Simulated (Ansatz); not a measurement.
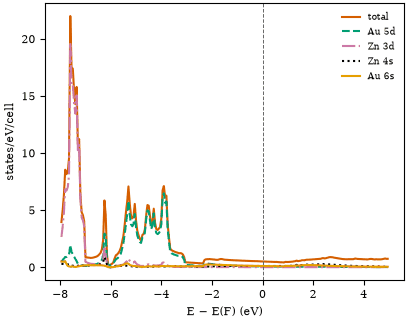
Figure: Total and projected density of states of ZnAu (CsCl type, Pm-3m), plane-wave PAW PBE (Ansatz code)

Task: Which orbitals carry the states next to the Fermi level?

Result: Within 0.5 eV of the Fermi level: Zn 4s 21 %, Au 6s 21 %, Au 5d 13 %, outside the projected shells 44 %. Projections are on Löwdin-orthogonalised atomic valence shells; empty p or d shells of many metals are not among them.

Task: Where is the tallest occupied peak in this window, and what makes it?

Result: Near -7.6 eV, about 22 states/eV per cell; the largest projected share is Zn 3d.

The PBE relaxation kept the symmetry of its start. Spin–orbit coupling is left out wherever it is not named.

Potentials: the later of the program's two PAW sets.
